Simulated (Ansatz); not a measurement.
# CH2GaN: what the fields show

The calculation's input:

```
crystal:
  periodic: [false, false, false]
  atoms:
    - {symbol: C, position_ang: [-0.271379, -1.078997, 0.443532]}
    - {symbol: N, position_ang: [0.557342, -0.530912, 1.028872]}
    - {symbol: Ga, position_ang: [-0.197278, 1.184506, -1.141366]}
    - {symbol: H, position_ang: [-1.028632, -1.676278, -0.020042]}
    - {symbol: H, position_ang: [0.989946, 2.027981, -0.352396]}
basis:
  gaussian: {orbitals: def2-TZVPP}
hamiltonian: {xc: pbe0, dispersion: d4}
output: {orbitals: {seedname: orbitals}}
```

Launched as:

```sh
ansatz run in.yaml --threads 2 --pin off --events-out ev --progress --plain --max-ram 4352MiB
```

Geometry: PBE0-D4/def2-TZVP; at this geometry the atoms fall into two loosely joined parts.

These are results of RKS PBE0-D4/def2-TZVPP in Ansatz 0.2.0, not measurements.

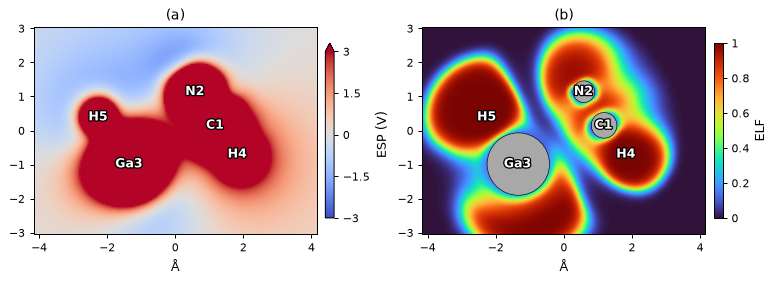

Figure 1. (a) electrostatic potential; (b) electron localisation function on the molecular plane. Grey discs cover the atomic cores in the ELF map.

Interpret the plot.

- The plane passes through C, N, Ga and H nuclei.
- C–N (1.15 Å): the ELF peaks at about 0.85 between the atoms: a short, multiple covalent bond.
- C–H (1.07 Å): the ELF climbs to about 1 towards the hydrogen, as it does in any bond to H: an ordinary covalent bond to hydrogen.
- Ga–H (1.66 Å): the ELF climbs to about 1 towards the hydrogen.
- The ELF also peaks beside N2, away from the bonds: lone-pair regions.
- Outside the dense part of the molecule the potential is most negative (−1.7 V) near N2.

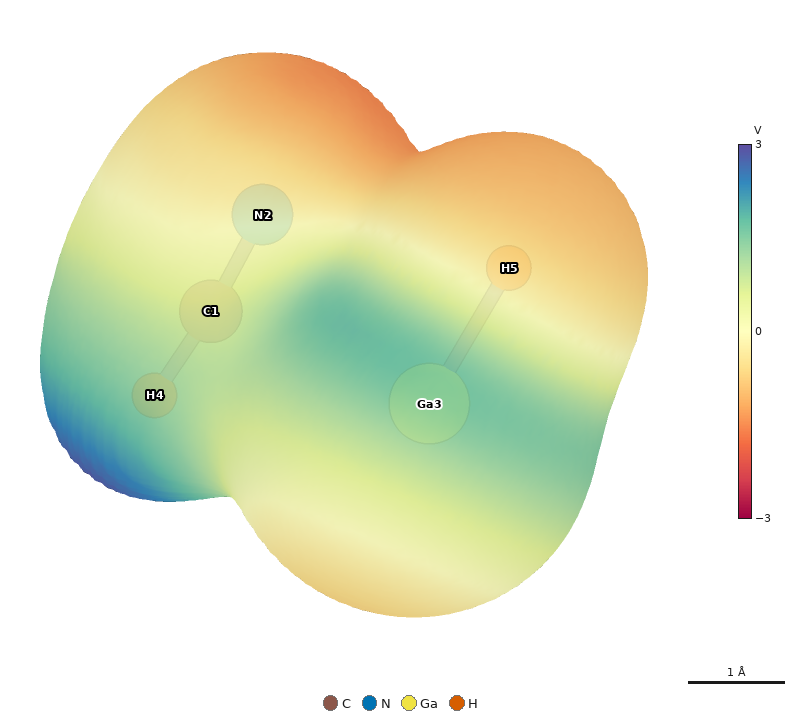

Figure 2. The molecular electrostatic potential painted on the density surface at 0.002 e/bohr³, seen at a tilt; red is negative and blue positive.

Where is the surface potential most negative and most positive?

The most negative region (about −1.5 V) lies over N2, the most positive (about +2.9 V) over H4. N2 is the likeliest acceptor of a hydrogen bond.

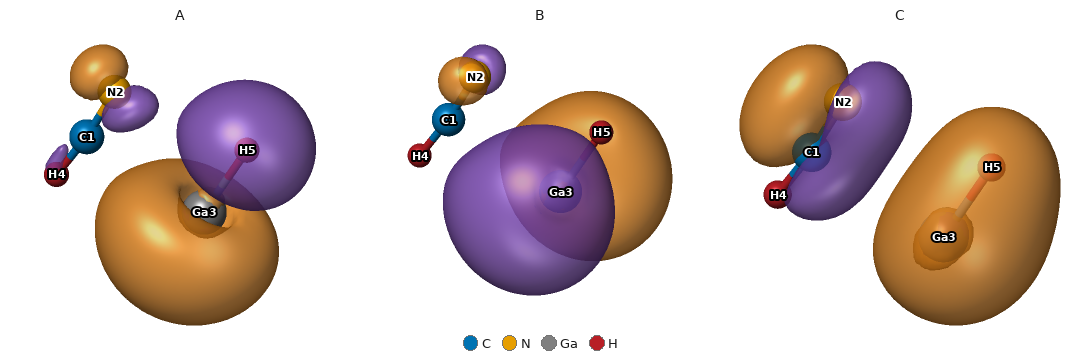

Figure 3. Three frontier orbitals at ±0.08 Å⁻³ᐟ² (orange and purple are the two phases), in no order.

Order the three orbitals by energy and name them.

C is the HOMO−1 (−9.93 eV). Its weight (Hirshfeld) is mainly on Ga3 (about 45 %), H5 (about 20 %), N2 (about 20 %) and C1 (about 15 %); it is symmetric in the molecular plane (an in-plane orbital: σ, lone-pair or in-plane π type). A is the HOMO (−5.83 eV). It lies mainly on Ga3 (about 65 %) and H5 (about 25 %); it is symmetric in the molecular plane (an in-plane orbital: σ, lone-pair or in-plane π type). B is the LUMO (−1.57 eV). By Hirshfeld shares it lies mainly on Ga3 (about 90 %); it changes sign across the molecular plane (π type).

What is the HOMO–LUMO gap?

4.26 eV between the orbital energies.
